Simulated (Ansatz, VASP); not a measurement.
# Cross-check of TiGe between VASP and Ansatz

One calculation is typed for both programs; each brings its own data sets. How far apart do they land? The cell is invented: As first built, before any earlier steps moved the atoms (in the runner's words): it takes the ZrC structure with all of its atoms replaced by other elements, volume scaled by an estimate. It may not be a known or stable phase. The cell is taken from a series of VASP runs on this material, whose earlier steps may have relaxed, scaled or displaced it; both programs get it as it stands. Other levels of theory on this material are compared in a session of their own. Valence electrons are named where the data sets of a main pair hold unlike numbers.

Program: Ansatz 0.2.0. Level of theory: plane waves, with VASP 6.6.1 beside it; band structure at PBE, band structure at PBEsol and band structure at PBE, spin-orbit coupling. Results are calculated unless marked as measured.

## (1) Starting point

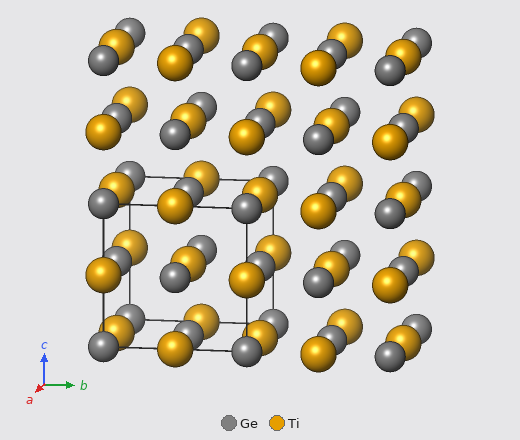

The starting structure, seen slightly off an axis (germanium grey, titanium orange). 1×2×2 cells are drawn. This picture shows the conventional cell, with its axes. Some periodic images of atoms are drawn too.

Coordinates:

```xyz
2
Lattice="0.0000 2.5939 2.5939 2.5939 0.0000 2.5939 2.5939 2.5939 0.0000" Properties=species:S:1:pos:R:3 pbc="T T T"
Ge    0.0000    0.0000    0.0000
Ti    2.5939    2.5939    2.5939
```

## (2) VASP: band structure, PBE

With cell and atoms fixed, the geometry can't cause a difference; cores, projectors, grids and the points listed under the comparison can.

Lines of VASP's logs that name or quote its potential files are left out, and so is its time.

File INCAR:

```
SYSTEM = TiGe
PREC = Accurate
ENCUT = 410
EDIFF = 1E-06
NELM = 100
ISMEAR = 0
SIGMA = 0.02
LREAL = .FALSE.
ALGO = Normal
GGA = PE
LORBIT = 11
LWAVE = .FALSE.
LCHARG = .FALSE.
KPAR = 4
```

File POSCAR:

```
TiGe
1.0
    0.0000000000      2.5938850660      2.5938850660
    2.5938850660      0.0000000000      2.5938850660
    2.5938850660      2.5938850660      0.0000000000
Ge Ti
1 1
Direct
    0.0000000000      0.0000000000      0.0000000000
    0.5000000000      0.5000000000      0.5000000000
```

File KPOINTS:

```
Automatic mesh
0
Gamma
5 5 5
0 0 0
```

File KPOINTS_OPT:

```
Line mode
16
Line-mode
Reciprocal
  0.00000000   0.00000000   0.00000000 GAMMA
  0.50000000   0.00000000   0.50000000 X

  0.50000000   0.00000000   0.50000000 X
  0.50000000   0.25000000   0.75000000 W

  0.50000000   0.25000000   0.75000000 W
  0.37500000   0.37500000   0.75000000 K

  0.37500000   0.37500000   0.75000000 K
  0.00000000   0.00000000   0.00000000 GAMMA

  0.00000000   0.00000000   0.00000000 GAMMA
  0.50000000   0.50000000   0.50000000 L

  0.50000000   0.50000000   0.50000000 L
  0.62500000   0.25000000   0.62500000 U

  0.62500000   0.25000000   0.62500000 U
  0.50000000   0.25000000   0.75000000 W

  0.50000000   0.25000000   0.75000000 W
  0.50000000   0.50000000   0.50000000 L

  0.50000000   0.50000000   0.50000000 L
  0.37500000   0.37500000   0.75000000 K

  0.62500000   0.25000000   0.62500000 U
  0.50000000   0.00000000   0.50000000 X
```

Potentials, in the order of the species: Ge_d and Ti_sv (PBE family, release 64).

The run is started by

```sh
mpirun -np 4 vasp_std
```

Numbers of over 12 decimals in the logs are rounded to 6 here.

Log:

```text
[banner, memory and clock lines left out]
running    4 mpi-ranks, on    1 nodes
 distrk:  each k-point on    1 cores,    4 groups
 distr:  one band on    1 cores,    1 groups

 POSCAR found type information on POSCAR GeTi
 POSCAR found :  2 types and       2 ions
 LDA part: xc-table for (Slater+PW92), standard interpolation
 POSCAR, INCAR and KPOINTS ok, starting setup
 FFT: planning ... GRIDC
 FFT: planning ... GRID_SOFT
 FFT: planning ... GRID
 WAVECAR not read
 entering main loop
       N       E                     dE             d eps       ncg     rms          rms(c)
DAV:   1     0.182014218189E+03    0.18201E+03   -0.12785E+04   340   0.303E+03
DAV:   2     0.886253866159E+01   -0.17315E+03   -0.17182E+03   340   0.498E+02
DAV:   3    -0.145582310470E+02   -0.23421E+02   -0.23245E+02   566   0.145E+02
DAV:   4    -0.156049906817E+02   -0.10468E+01   -0.10411E+01   419   0.261E+01
DAV:   5    -0.156413799709E+02   -0.36389E-01   -0.36386E-01   538   0.395E+00    0.112E+01
DAV:   6    -0.135332159275E+02    0.21082E+01   -0.20315E+01   378   0.380E+01    0.406E+00
DAV:   7    -0.132748872267E+02    0.25833E+00   -0.30873E+00   380   0.175E+01    0.229E+00
DAV:   8    -0.132784010754E+02   -0.35138E-02   -0.37214E-01   402   0.636E+00    0.976E-01
DAV:   9    -0.132668323628E+02    0.11569E-01   -0.93660E-02   391   0.308E+00    0.195E-01
DAV:  10    -0.132674825406E+02   -0.65018E-03   -0.60109E-03   417   0.905E-01    0.145E-01
DAV:  11    -0.132673315145E+02    0.15103E-03   -0.85760E-04   402   0.261E-01    0.329E-02
DAV:  12    -0.132673380316E+02   -0.65171E-05   -0.29658E-05   371   0.509E-02    0.408E-03
DAV:  13    -0.132673380612E+02   -0.29544E-07   -0.19745E-06   342   0.142E-02
   1 F= -.13267338E+02 E0= -.13266907E+02  d E =-.862865E-03
 Start KPOINTS_OPT (optional k-point list driver)
k-point batch [1-10\160]
       N       E                     dE             ncg
DAV:   1    -0.181025879020E+04   -0.39499E+04      340
DAV:   2    -0.355282327732E+04   -0.17426E+04      356
DAV:   3    -0.376404835042E+04   -0.21123E+03      542
DAV:   4    -0.377696138869E+04   -0.12913E+02      429
DAV:   5    -0.377729866245E+04   -0.33727E+00      453
DAV:   6    -0.377730319849E+04   -0.45360E-02      431
DAV:   7    -0.377730335225E+04   -0.15377E-03      454
DAV:   8    -0.377730335784E+04   -0.55883E-05      415
DAV:   9    -0.377730335790E+04   -0.61858E-07      230
[...]
k-point batch [151-160\160]
       N       E                     dE             ncg
DAV:   1    -0.196873415373E+04   -0.10950E+05      357
DAV:   2    -0.359249131429E+04   -0.16238E+04      340
DAV:   3    -0.380070296501E+04   -0.20821E+03      505
DAV:   4    -0.381122213225E+04   -0.10519E+02      501
DAV:   5    -0.381162131021E+04   -0.39918E+00      512
DAV:   6    -0.381162520933E+04   -0.38991E-02      494
DAV:   7    -0.381162535030E+04   -0.14097E-03      576
DAV:   8    -0.381162535190E+04   -0.16060E-05      477
DAV:   9    -0.381162535194E+04   -0.38071E-07      360
```

Parts of OUTCAR (step 2):

```text
ion  position               nearest neighbor table
   1  0.000  0.000  0.000-   2 2.59   2 2.59   2 2.59   2 2.59   2 2.59   2 2.59
   2  0.500  0.500  0.500-   1 2.59   1 2.59   1 2.59   1 2.59   1 2.59   1 2.59

  LATTYP: Found a face centered cubic cell.
 ALAT       =     5.1877701320

 Subroutine GETGRP returns: Found 48 space group operations
 (whereof 48 operations were pure point group operations)

The static configuration has the point symmetry O_h .

 Found     10 irreducible k-points:

   k-points           NKPTS =     10   k-points in BZ     NKDIM =     10   number of bands    NBANDS=     17

   dimension x,y,z NGX =    24 NGY =   24 NGZ =   24
   dimension x,y,z NGXF=    48 NGYF=   48 NGZF=   48

   ENCUT  =  410.0 eV  30.13 Ry    5.49 a.u.   6.06  6.06  6.06*2*pi/ulx,y,z

   NELECT =      26.0000    total number of electrons

 k-points in reciprocal lattice and weights: Automatic mesh
   0.00000000  0.00000000  0.00000000       0.008
   0.20000000  0.00000000  0.00000000       0.064
   0.40000000  0.00000000  0.00000000       0.064
   0.20000000  0.20000000  0.00000000       0.048
   0.40000000  0.20000000  0.00000000       0.192
  -0.40000000  0.20000000  0.00000000       0.192
  -0.20000000  0.20000000  0.00000000       0.096
   0.40000000  0.40000000  0.00000000       0.048
  -0.40000000  0.40000000  0.00000000       0.096
  -0.40000000  0.40000000  0.20000000       0.192

 average (electrostatic) potential at core
       1 -70.8646       2 -73.5134

 E-fermi :   7.6960

 k-point     1 :       0.0000    0.0000    0.0000
  band No.  band energies     occupation
    ...
      6     -16.2573      2.00000
      7     -16.2171      2.00000
      8     -16.2171      2.00000
      9     -16.2171      2.00000
     10      -3.1497      2.00000
     11       7.7597      0.00001
     12       7.7597      0.00001
     13       7.7597      0.00001
     14       8.1903      0.00000
     15       8.1903      0.00000
    ...

 k-point     2 :       0.2000    0.0000    0.0000
  band No.  band energies     occupation
    ...
      9     -16.2130      2.00000
     10      -2.5102      2.00000
     11       6.2874      2.00000
     12       7.0078      2.00000
     13       7.0078      2.00000
     14       8.2128      0.00000
     15       8.2128      0.00000
     16       9.8251      0.00000
     17      12.3586      0.00000

 k-point     3 :       0.4000    0.0000    0.0000
  band No.  band energies     occupation
    ...
      9     -16.2057      2.00000
     10      -0.8944      2.00000
     11       3.3275      2.00000
     12       6.0087      2.00000
     13       6.0087      2.00000
     14       8.9237      0.00000
     15       8.9237      0.00000
     16       9.7083      0.00000
     17      13.5346      0.00000

  Total       -0.0301614     -0.0301614     -0.0301614     -0.0000000      0.0000000      0.0000000
  in kB       -1.3844579     -1.3844579     -1.3844579     -0.0000000      0.0000000      0.0000000
  external PRESSURE =      -1.3844579 kB  Pullay stress =       0.0000000 kB

  energy-cutoff  :      410.00
  volume of cell :       34.90
      direct lattice vectors                 reciprocal lattice vectors
     0.000000000  2.593885066  2.593885066    -0.192761047  0.192761047  0.192761047
     2.593885066  0.000000000  2.593885066     0.192761047 -0.192761047  0.192761047
     2.593885066  2.593885066  0.000000000     0.192761047  0.192761047 -0.192761047

 POSITION                                       TOTAL-FORCE (eV/Angst)
 -----------------------------------------------------------------------------------
      0.00000      0.00000      0.00000         0.000000      0.000000      0.000000
      2.59389      2.59389      2.59389         0.000000      0.000000      0.000000
 -----------------------------------------------------------------------------------
    total drift:                                0.000000     -0.000000      0.000000

  FREE ENERGIE OF THE ION-ELECTRON SYSTEM (eV)
  ---------------------------------------------------
  free  energy   TOTEN  =       -13.2673380612 eV

  energy  without entropy=      -13.2664751966  energy(sigma->0) =      -13.26690663

 total charge
# of ion       s       p       d       tot
------------------------------------------
    1        1.163   1.363  10.007  12.533
    2        2.156   6.109   1.970  10.235
--------------------------------------------------
tot          3.320   7.472  11.977  22.769

[... 3 further parts left out ...]
```

The run ends at a pressure of -0.14 GPa.

## (3) Ansatz: band structure, PBE

Ansatz runs on its default PAW (the set named soft_2) files.

The same cell, functional, mesh and smearing now go to Ansatz, which takes its cutoff from its data sets.

File input.yaml:

```yaml
crystal:
  lattice:
    - [0.0, 2.593885066, 2.593885066]
    - [2.593885066, 0.0, 2.593885066]
    - [2.593885066, 2.593885066, 0.0]
  atoms:
    - { symbol: Ge, position: [0.0, 0.0, 0.0] }
    - { symbol: Ti, position: [0.5, 0.5, 0.5] }
hamiltonian:
  xc: pbe
  pseudopotentials: { kind: paw }
kpoints:
  mp_grid: { grid: [5, 5, 5] }
  band_path:
    path:
      - [0.0, 0.0, 0.0]
      - [0.16667, 0.0, 0.16667]
      - [0.33333, 0.0, 0.33333]
      - [0.5, 0.0, 0.5]
      - [0.5, 0.08333, 0.58333]
      - [0.5, 0.18333, 0.68333]
      - [0.5, 0.25, 0.75]
      - [0.45, 0.3, 0.75]
      - [0.40833, 0.34167, 0.75]
      - [0.35, 0.35, 0.7]
      - [0.225, 0.225, 0.45]
      - [0.075, 0.075, 0.15]
      - [0.03333, 0.03333, 0.03333]
      - [0.23333, 0.23333, 0.23333]
      - [0.4, 0.4, 0.4]
      - [0.51667, 0.46667, 0.51667]
      - [0.55833, 0.38333, 0.55833]
      - [0.60833, 0.28333, 0.60833]
      - [0.60833, 0.25, 0.64167]
      - [0.55833, 0.25, 0.69167]
      - [0.51667, 0.25, 0.73333]
      - [0.5, 0.3, 0.7]
      - [0.5, 0.38333, 0.61667]
      - [0.5, 0.48333, 0.51667]
      - [0.475, 0.475, 0.55]
      - [0.425, 0.425, 0.65]
      - [0.38333, 0.38333, 0.73333]
      - [0.59167, 0.18333, 0.59167]
      - [0.55, 0.1, 0.55]
      - [0.5, 0.0, 0.5]
    npoints: 1
scf:
  occupations: { method: gaussian, width: 0.02 }
  n_extra_bands: 7
output:
  forces: true
  stress: true
  eigenvalues: true
```

The run is started by

```sh
ansatz run input.yaml --threads 2 --pin off --max-ram 4608MiB --backend cpu --events-out ev --progress --plain --runs-dir out
```

Log:

```text
scf.n_extra_bands = 7 over 13 filled bands (N_el = 26.0): the run solves 20 bands
Engine: ansatz 0.2.0, aarch64-unknown-linux-gnu
Pseudopotentials: kind: paw
Pseudopotential: Ge, paw, valence charge 14, recommended cutoff 420 eV (normal), Ge.paw.azcp
Pseudopotential: Ti, paw, valence charge 12, recommended cutoff 420 eV (normal), Ti.paw.azcp
Functional definition: PBE
  parameter kappa = 0.804
  parameter beta = 0.066725
  exchange = pbe_x(kappa = kappa, mu = beta*pi^2/3)
  correlation = pbe_c(beta = beta)
Crystal: 2 atoms, lattice volume = 34.905 Å³
Basis set: ecut = 420 eV, 701 PW (Γ), exchange–correlation on 50×50×50 points (8 copies of the dense FFT grid, shifted against one another)
Bands: 20, of which v1, the nominal top of the filled ones, is band 13 counted from 1 (12 counted from 0)
Symmetry: 48 space group operations
Space group: Fm-3m (ITA 225), of the structure as read, at distance tolerance 3.3e-5 Å
k-points: 10 of 125
Non-local potential: Ge, projectors of the file, l = 0: 2, l = 1: 2, l = 2: 3, l = 3: 1
Non-local potential: Ti, projectors of the file, l = 0: 3, l = 1: 2, l = 2: 3, l = 3: 1
PAW form: soft (Blöchl's): semilocal exchange-correlation on the pseudo side does not see the compensation charge
PAW one-centre angular grid: Ge, 590 points (default); XC on 64 Gauss nodes
PAW one-centre angular grid: Ti, 590 points (default); XC on 64 Gauss nodes
Initial density: superposition of atomic densities (neutral atoms: chi_scale 0, normalization atom), corrected by the library's trained network
Initial wavefunctions: pseudopotential atomic-orbital guess
Functional: x = pbe(κ = 0.804, μ = 0.219515), c = pbe(β = 0.066725)
SCF iter   1: F=—  HF=-6795.576514 eV  |F-HF|=—  |Δ(HF+E_count)|=         —  Δρ=4.27e-3  dr2=6.32e-3  ethr=1.77e-3  ⟨swp⟩=5.6  Hψ=852  notcnv=0
preconditioner: auto → none  [insulator: Δε(μ)=0.194 eV  Ē_g=19.244 eV  σ=0.020 eV  W_gap=0.75  n_scr=14 (ndim 8)  ℏωp=26.7 eV  f_vac=0.000  D(μ)=4.31/eV (n_scr^D=58)  ε∞_Penn≈2.9]
SCF iter   2: F=—  HF=-6795.575659 eV  |F-HF|=—  |Δ(HF+E_count)|=   8.55e-4  Δρ=2.24e-3  dr2=1.46e-3  ethr=2.43e-5  ⟨swp⟩=2.3  Hψ=350  notcnv=0  defer=18
SCF iter   3: F=—  HF=-6795.575664 eV  |F-HF|=—  |Δ(HF+E_count)|=   5.55e-6  Δρ=7.69e-4  dr2=1.60e-4  ethr=5.61e-6  ⟨swp⟩=2.0  Hψ=310  notcnv=0  defer=18
SCF iter   4: F=—  HF=-6795.575532 eV  |F-HF|=—  |Δ(HF+E_count)|=   1.32e-4  Δρ=1.49e-4  dr2=3.35e-6  ethr=6.17e-7  ⟨swp⟩=2.0  Hψ=266  notcnv=0  defer=18
SCF iter   5: F=—  HF=-6795.575524 eV  |F-HF|=—  |Δ(HF+E_count)|=   8.38e-6  Δρ=4.78e-5  dr2=5.02e-7  ethr=1.29e-8  ⟨swp⟩=2.0  Hψ=271  notcnv=0  defer=18
SCF iter   6: F=—  HF=-6795.575523 eV  |F-HF|=—  |Δ(HF+E_count)|=   5.78e-7  Δρ=1.44e-5  dr2=4.51e-8  ethr=3.85e-10  ⟨swp⟩=7.0  Hψ=851  notcnv=0
SCF iter   7: F=-6795.575523 eV  HF=-6795.575523 eV  |F-HF|=1.66e-9  |Δ(HF+E_count)|=   5.54e-8  Δρ=1.76e-6  dr2=6.14e-10  ethr=1.73e-10  ⟨swp⟩=3.9  Hψ=554  notcnv=0
SCF 1 converged in 7 iterations: F = -6795.575523 eV  dr2 = 6.14e-10
  greatest PAW one-centre occupation: 0.999 electrons in one spin orbital (limit 2), on the Ti atom at site 1 (counted from 0), in its partial waves of l = 0
NSCF: frozen V_eff on 30 k-points
SCF converged after 7 iterations
Free energy (F): -6795.575523 eV
Harris-Foulkes:  -6795.575523 eV  (|F-HF|=1.66e-9)
Internal energy: -6795.574661 eV  (E = F + TS)
E sigma→0 (E₀):  -6795.575092 eV
Entropy (-TS):   -0.000863 eV (-0.431 meV/atom)
Fermi energy:    12.496687 eV
--- Per-component energies (eV) ---
  E_band       = -259.287237
  E_kinetic    = 385.095428
  E_local      = -2989.133990  (includes V_loc(G=0)·N_el)
  E_nonlocal   = 426.646781
  E_hartree    = 1294.546905
  E_xc         = -174.190644
  E_vxc        = -188.105834  (∫ρ·V_xc dr)
  E_paw        = -3066.932493  (= ΣΔE_a)
  E_vpaw       = -482.885449  (= ΣTr[D̂ρ^β])
  E_aug_tail   = 0.000338  (compensation charges beyond the density's cutoff)
  E_ewald      = -2671.606986
  E_smearing   = -0.000863  (= −TS)
  E_closure    = 0.000000  (closes the sum)
  Σ components = -6795.575523   (vs F -6795.575523, Δ=0.00e0)
--- Forces (eV/Å), atoms counted from 1 ---
  atom   1  Ge    -0.00000000    -0.00000000     0.00000000
  atom   2  Ti     0.00000000    -0.00000000     0.00000000
  max |Σ_I F_I| component: 7.90e-29 eV/Å
--- Stress (GPa, compression-positive) ---
        0.242176      -0.000000       0.000000
       -0.000000       0.242176      -0.000000
        0.000000       0.000000       0.242176
  P = ⅓ Tr σ = 0.2422 GPa (2.422 kbar)
--- Band table (eV; the first three rows and the last of 10) ---
  k-point 0: bands = [... 9 lower, 1.6394, 12.5642, 12.5642, 12.5642, 12.9887, 12.9887, 15.6598, 15.6598, ... 3 higher]
  k-point 1: bands = [... 9 lower, 2.2814, 11.0873, 11.8066, 11.8066, 13.0170, 13.0170, 14.6289, 17.1602, ... 3 higher]
  k-point 2: bands = [... 9 lower, 3.9040, 8.1217, 10.8062, 10.8062, 13.7310, 13.7310, 14.5153, 18.3282, ... 3 higher]
  k-point 9: bands = [... 9 lower, 4.4630, 8.9528, 9.9448, 10.8081, 13.6446, 14.0800, 14.6843, 14.7423, ... 3 higher]
```

It took 1.5 s on 2 threads of Arm Neoverse N1, shared host; peak memory 0.28 GiB.

The column dr2 measures how far the density is from self-consistency, as an energy; F and HF (Harris–Foulkes) agree once it is small.

## (4) Differences

Known differences besides the potentials themselves: the cutoff is 420 eV in Ansatz and 410 eV in VASP; VASP leaves aspherical gradient terms in its spheres out (LASPH is not set), Ansatz keeps them. Total energies have different zeros and are not compared.

The two programs side by side:

| quantity | Ansatz | VASP | difference |
| --- | --- | --- | --- |
| pressure (GPa) | 0.24 | -0.14 | +0.38 |

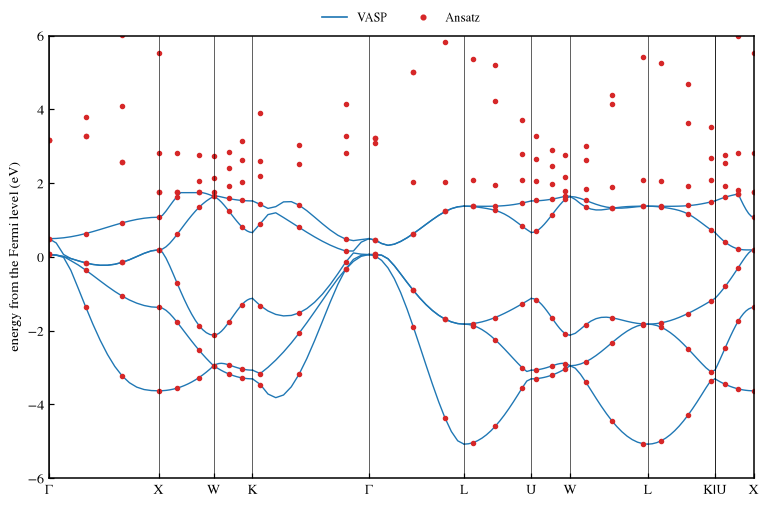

Bands from VASP (lines) and levels from Ansatz (dots). Dots without a line are higher empty bands that the VASP plot leaves out.

Levels from 3 eV below to 2 eV above the Fermi level differ by 4 meV r.m.s. and 10 meV at most; each VASP level is matched to the nearest of Ansatz, which flatters the figure a little.

## (5) Ansatz: band structure, PBEsol

With cell and atoms fixed, the geometry can't cause a difference; cores, projectors, grids and the points listed under the comparison can.

The cell is taken from a series of VASP runs on this material, whose earlier steps may have relaxed, scaled or displaced it; both programs get it as it stands.

Edit input.yaml of step 3 so:

```diff
@@ -9,3 +9,3 @@
 hamiltonian:
-  xc: pbe
+  xc: pbesol
   pseudopotentials: { kind: paw }
```

Log:

```text
[...]
Crystal: 2 atoms, lattice volume = 34.905 Å³
Basis set: ecut = 420 eV, 701 PW (Γ), exchange–correlation on 50×50×50 points (8 copies of the dense FFT grid, shifted against one another)
Bands: 20, of which v1, the nominal top of the filled ones, is band 13 counted from 1 (12 counted from 0)
Symmetry: 48 space group operations
[...]
k-points: 10 of 125
[...]
k-point 0: bands = [... 9 lower, 1.4964, 12.4027, 12.4027, 12.4027, 12.8691, 12.8691, 15.5239, 15.5239, ... 3 higher]
  k-point 1: bands = [... 9 lower, 2.1396, 10.9319, 11.6714, 11.6714, 12.8669, 12.8669, 14.4781, 17.0326, ... 3 higher]
  k-point 2: bands = [... 9 lower, 3.7659, 7.9689, 10.6710, 10.6710, 13.5808, 13.5808, 14.3584, 18.1682, ... 3 higher]
  k-point 9: bands = [... 9 lower, 4.3252, 8.8059, 9.7944, 10.6723, 13.4891, 13.9283, 14.5352, 14.6142, ... 3 higher]
[key lines of the parts left out:]
SCF converged after 6 iterations
Free energy (F): -6728.423415 eV
Fermi energy:    12.353261 eV
P = ⅓ Tr σ = -4.2079 GPa (-42.079 kbar)
```

It took 1.5 s on 2 threads; peak memory 0.28 GiB; 2.4 s of CPU time.

(Continued in part 2 of 2.)

[Lines on the potential files, build, host, timing and source positions are cut from VASP's logs without a mark.]

[Logs are printed without paths, hosts, clocks, repeated set-up lines and the standing remarks that a program may print on its own settings, such as how far it seeks lower states.]

[Hosts, paths, dates, database ids (printed as entryN), source tags and the programs' standing remarks are cut or masked in the printed files.]
